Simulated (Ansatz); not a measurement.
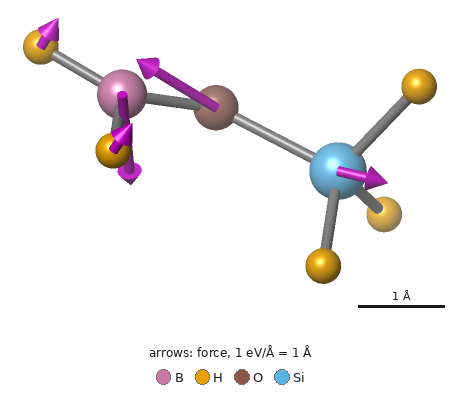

Starting geometry of BSiH₅O with the computed forces as purple arrows. The picture is a ball-and-stick view, seen from a free direction.

It is one of the separated products of a reaction.

These are results of RKS PBE0-D4/def2-TZVP in Ansatz, not measurements. Set-up: force threshold 0.005 eV/Å; at most 200 steps.

### Is this structure relaxed? If not, where do the atoms go?

It isn't relaxed: the largest force vector, on the B atom, is 1.51 eV/Å. The final displacements have little in common with the starting forces (cosine between the two patterns 0.17). After 9 accepted moves (11 points after the start) the energy has fallen by 8.77 kJ/mol. Largest force component: 1.2 eV/Å at the start, 0.0048 eV/Å at the end. The line search rejected the trial steps at points 1, 9 of the run. The forces were under the threshold at step 8, but the run went on from there. The atom that moves furthest after the best rigid fit is an H atom (0.34 Å). By element the largest moves are H 0.34 Å, O 0.22 Å, B 0.11 Å, Si 0.07 Å. Near-neighbour distances that change, for instance: B–O 1.371 → 1.346 Å, O–Si 1.644 → 1.658 Å, H–Si 1.490 → 1.482 Å. Among the angles between lasting bonds that change: B–O–Si 129.8° → 132.3°. Groups turn about O–Si by about 30°.
